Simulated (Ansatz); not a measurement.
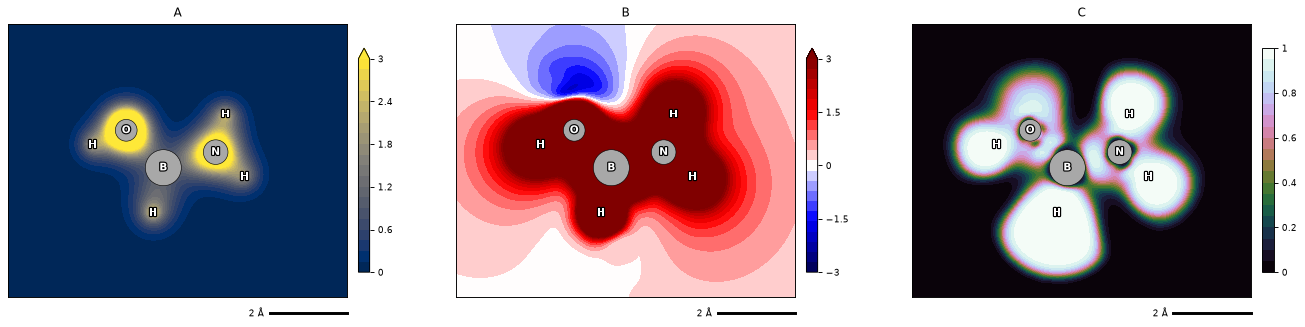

BH$_{4}$NO···H$_{2}$O: 3 fields on the plane of atoms O4, B1 and H6, with unlabelled colour scales. Grey discs cover the atomic cores.

Theory: Ansatz, RKS PBE0/6-31G*.

**Which field does each panel show? The fields are: electron density, electron localisation function and electrostatic potential.**

Panel A: electron density. Panel B: electrostatic potential (strongly positive close to the atoms, with negative regions outside electron-rich atoms). Panel C: electron localisation function. From the grid: B–O (1.37 Å): ρ is about 2.1 e/Å³ halfway; the ELF peaks at about 0.90 between the atoms (a short, strongly polar bond). B–N (1.41 Å): the density is about 1.9 e/Å³ at the midpoint; the ELF peaks at about 0.95 between the atoms, as expected for a polar covalent bond.
